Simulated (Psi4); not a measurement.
# OH (SMILES [OH]) at UHSE06/aug-cc-pVTZ

What is the vertical electron affinity of OH at UHSE06/aug-cc-pVTZ? 

Program for the calculation: Psi4 1.11.

**1. The molecule**

The species is OH (2 atoms), meant as a doublet with charge 0. As SMILES, `[OH]`. The shape is that of a PBE0-D4/def2-TZVP optimisation.

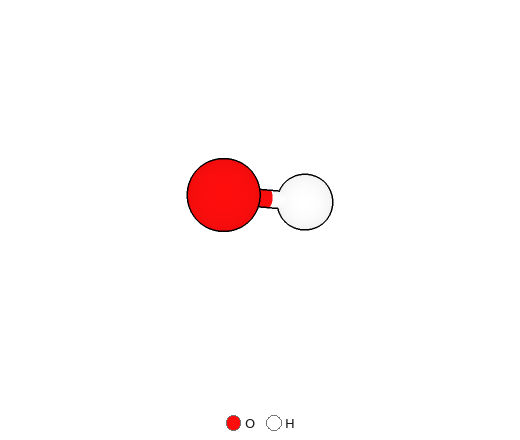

The structure, seen from a chosen angle (oxygen red, hydrogen white).

**2. The energy at UHSE06/aug-cc-pVTZ**

input.in

```
memory 2200 mb

molecule {
  0 2
  O
  H 1 r2

  r2 = 0.973071
  symmetry c1
}

set reference uks
set puream true
set e_convergence 1e-09
set d_convergence 1e-08
set scf_type pk
set dft_radial_points 99
set dft_spherical_points 590
set maxiter 100

e_tot, wfn = energy("hse06/aug-cc-pVTZ", return_wfn=True)
oeprop(wfn, "LOWDIN_CHARGES", "WIBERG_LOWDIN_INDICES", "QUADRUPOLE")
```

Launch:

```
$ psi4 -n 1 input.in input.out
```

input.out:

```text
[...]
  Running in c1 symmetry.
[...]
  Nuclear repulsion =    4.350574300703649
[...]
  Multiplicity = 2
[...]
  Nalpha       = 5
  Nbeta        = 4
[...]
    Number of basis functions: 69
[...]
   @UKS iter   1:   -75.64373371230090   -3.82401e-01   5.33888e-03 DIIS/ADIIS
[...]
   @UKS iter  10:   -75.69319305795406   -7.38964e-13   1.32364e-09 DIIS
[...]
   @S^2 Observed:                7.528953682E-01
[...]
    Orbital Energies [Eh]
    ---------------------
    Alpha Occupied:
       1A    -19.272568     2A     -1.038372     3A     -0.484220
       4A     -0.429526     5A     -0.350720
    Alpha Virtual:
       6A     -0.018386     7A      0.076403     8A      0.090539
       9A      0.098691    10A      0.111665    11A      0.180532
      12A      0.197349    13A      0.201937    14A      0.319704
      15A      0.489796    16A      0.494881    17A      0.506039
      18A      0.586400    19A      0.599051    20A      0.691143
      21A      0.719171    22A      0.734301    23A      0.764597
      24A      0.811280    25A      0.811890    26A      0.834202
[...]
  @UKS Final Energy:   -75.69319305795406
   => Energetics <=
    Nuclear Repulsion Energy =              4.3505743007036486
    One-Electron Energy =                -112.6147553506212660
    Two-Electron Energy =                  39.3874335835844533
    DFT Exchange-Correlation Energy =      -6.8164455916208944
    Empirical Dispersion Energy =           0.0000000000000000
    VV10 Nonlocal Energy =                  0.0000000000000000
    Total Energy =                        -75.6931930579540619
[...]
 Multipole Moments:
 ------------------------------------------------------------------------------------
     Multipole            Electronic (a.u.)      Nuclear  (a.u.)        Total (a.u.)
 ------------------------------------------------------------------------------------
 L = 1.  Multiply by 2.5417464519 to convert [e a0] to [Debye]
 Dipole X            :          0.0000000            0.0000000            0.0000000
 Dipole Y            :          0.0000000            0.0000000            0.0000000
 Dipole Z            :         -0.2073591            0.8578758            0.6505167
 Magnitude           :                                                    0.6505167
 L = 2.  Multiply by 1.3450342976 to convert [e a0^2] to [Debye ang]
 Quadrupole XX       :         -4.8064321            0.0000000           -4.8064321
 Quadrupole XY       :         -0.4580964            0.0000000           -0.4580964
[...]
```

Wall time 7.5 s (1 thread of Intel Xeon 6975P-C (Granite Rapids), shared host); peak memory 0.51 GiB.

**3. The singlet anion, same level**

ho.py

```python
import psi4

psi4.set_memory('2200 MB')
psi4.set_num_threads(1)
psi4.set_output_file('run.log', False)

molecule = psi4.geometry("""
-1 1
O      0.415880    -0.133150     0.214550
H     -0.415880     0.133150    -0.214550
symmetry c1
""")

options = {'basis': 'aug-cc-pVTZ', 'puream': True, 'e_convergence': 1e-09, 'd_convergence': 1e-08, 'scf_type': 'pk', 'dft_radial_points': 99, 'dft_spherical_points': 590}
psi4.set_options(options)

E, wfn = psi4.energy("HSE06", molecule=molecule, return_wfn=True)
psi4.oeprop(wfn, "DIPOLE", "QUADRUPOLE", "MAYER_INDICES", title="HSE06")
print(f'HSE06 energy: {E:.10f} Eh')
```

Launch:

```
$ python ho.py
```

run.log:

```text
[...]
  Running in c1 symmetry.
[...]
  Nuclear repulsion =    4.350574239688279
[...]
  Multiplicity = 1
[...]
  Nalpha       = 5
  Nbeta        = 5
[...]
    Number of basis functions: 69
[...]
   @RKS iter   1:   -75.39888918411118   -1.37557e-01   1.35118e-02 DIIS/ADIIS
[...]
   @RKS iter  10:   -75.75188601301532   -1.64420e-11   3.83904e-09 DIIS
[...]
    Orbital Energies [Eh]
    ---------------------
    Doubly Occupied:
       1A    -18.837439     2A     -0.601837     3A     -0.092234
       4A      0.045332     5A      0.045332
[...]
  @RKS Final Energy:   -75.75188601301532
   => Energetics <=
    Nuclear Repulsion Energy =              4.3505742396882789
    One-Electron Energy =                -116.2720479695994698
    Two-Electron Energy =                  43.1859925608361053
    DFT Exchange-Correlation Energy =      -7.0164048439402409
    Empirical Dispersion Energy =           0.0000000000000000
    VV10 Nonlocal Energy =                  0.0000000000000000
    Total Energy =                        -75.7518860130153229
[...]
 Multipole Moments:
 ------------------------------------------------------------------------------------
     Multipole            Electronic (a.u.)      Nuclear  (a.u.)        Total (a.u.)
 ------------------------------------------------------------------------------------
 L = 1.  Multiply by 2.5417464519 to convert [e a0] to [Debye]
 Dipole X            :         -0.0000000            0.0000000           -0.0000000
 Dipole Y            :         -0.0000000           -0.0000000           -0.0000000
 Dipole Z            :          0.4122419           -0.8578758           -0.4456339
 Magnitude           :                                                    0.4456339
 L = 2.  Multiply by 1.3450342976 to convert [e a0^2] to [Debye ang]
 Quadrupole XX       :         -8.0422421            0.0000000           -8.0422421
 Quadrupole XY       :          0.0000000           -0.0000000            0.0000000
[...]
```

Standard output:

```text
HSE06 energy: -75.7518860130 Eh
```

Run time: 6.6 s. Hardware: 1 thread of Intel Xeon 6975P-C (Granite Rapids), shared host; peak memory 0.51 GiB.

**4. What came out**

At UHSE06/aug-cc-pVTZ:

| quantity | value |
| --- | --- |
| doublet OH: total energy | -75.69319 Eh |
| doublet OH: dipole moment | 1.65 D |
| doublet OH: HOMO energy (highest over α and β) | -8.83 eV |
| doublet OH: LUMO energy (lowest over α and β) | -4.70 eV |
| doublet OH: ⟨S²⟩ | 0.753 |
| singlet anion: total energy | -75.75189 Eh |
| singlet anion: HOMO energy | 1.23 eV |
| singlet anion: LUMO energy | 3.82 eV |
| singlet anion: HOMO–LUMO gap (to an unbound level, set by the basis) | 2.59 eV |
| vertical electron affinity (to the singlet anion) | 1.597 eV |

**Reading.** At fixed nuclei the extra electron is bound by 1.60 eV (154 kJ/mol). The HOMO (singlet anion) lies at positive energy, 1.23 eV; only total energies tell whether the electron is bound.
